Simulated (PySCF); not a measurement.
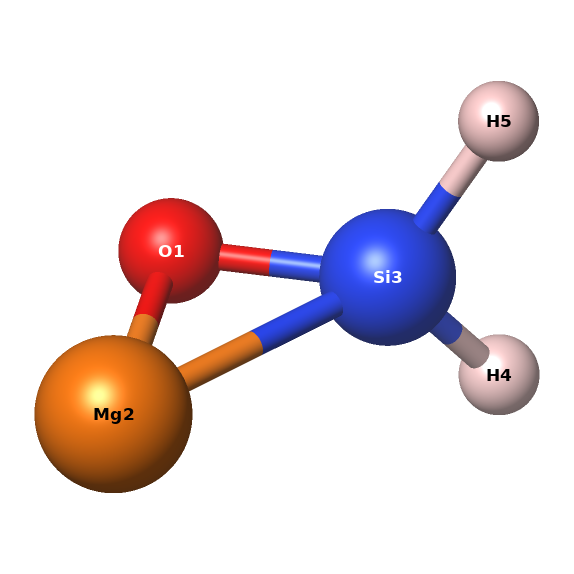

Numbered structure. Computed geometry: PBE-D4/def2-SVP optimisation. No frequency run is at hand to confirm it as a minimum.

Q: Which bond is the longest?

A: Mg2–Si3, 2.586 Å.
